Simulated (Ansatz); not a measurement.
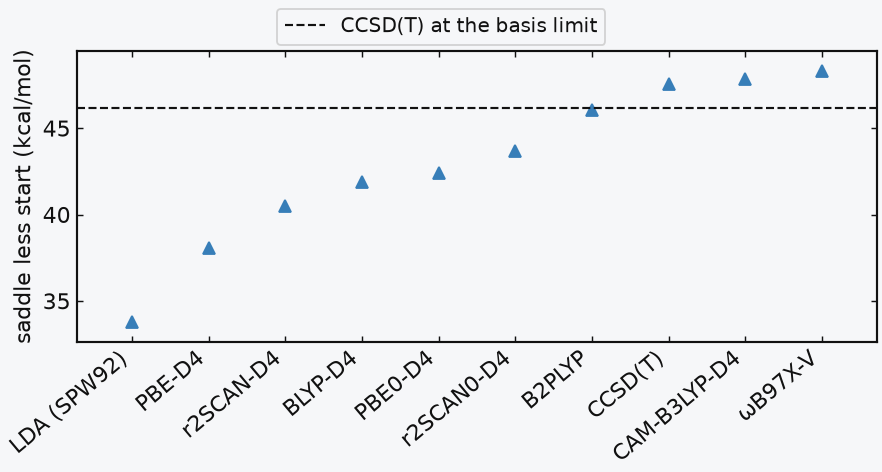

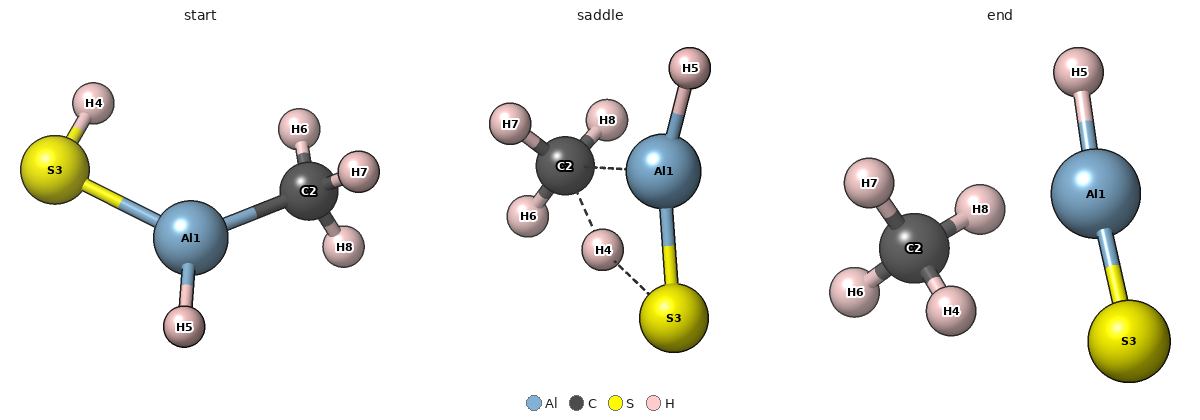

Height of the saddle over the start in one step of CH₅AlS, singlet at several levels. In the step C2–H4 (3.32 → 1.41 → 1.09 Å) forms; Al1–C2 (1.95 → 2.11 → 3.15 Å) and S3–H4 (1.34 → 1.79 → 3.24 Å) break (lengths at start, saddle and end; changes of bond order aren't listed). Electronic energies at PBE0-D4/def2-TZVP geometries, energies in def2-TZVPP, the Ansatz code 0.2.0; cores frozen in correlated methods, no zero-point terms. Start and end are the structures at the ends of the path (complexes, where there are several molecules). The line is the MP2 basis limit plus CCSD(T) less MP2 in triple zeta. B2PLYP holds a correlation term that converges slowly with the basis, so part of the distance to the limit is basis error. No dispersion term is added to B2PLYP. The distance of CCSD(T) to the limit includes basis error. The limit lies 1.4 kcal/mol from CCSD(T) in triple zeta, so the line itself is uncertain by a part of that.

Q: Which level comes closest to the line (CCSD(T) at the basis limit), and which misses most?

A: Closest B2PLYP (46.0 kcal/mol), against 46.2 kcal/mol; farthest LDA (SPW92) (33.8 kcal/mol).

Q: Give the values.

A:
```tsv
level	kcal/mol	less CCSD(T) at the basis limit
LDA (SPW92)	33.8	−12.4
PBE-D4	38.1	−8.1
r2SCAN-D4	40.5	−5.7
BLYP-D4	41.9	−4.3
PBE0-D4	42.4	−3.8
r2SCAN0-D4	43.7	−2.5
B2PLYP	46.0	−0.1
CCSD(T)	47.6	1.4
CAM-B3LYP-D4	47.8	1.6
ωB97X-V	48.3	2.1
CCSD(T) at the basis limit	46.2	0.0
```
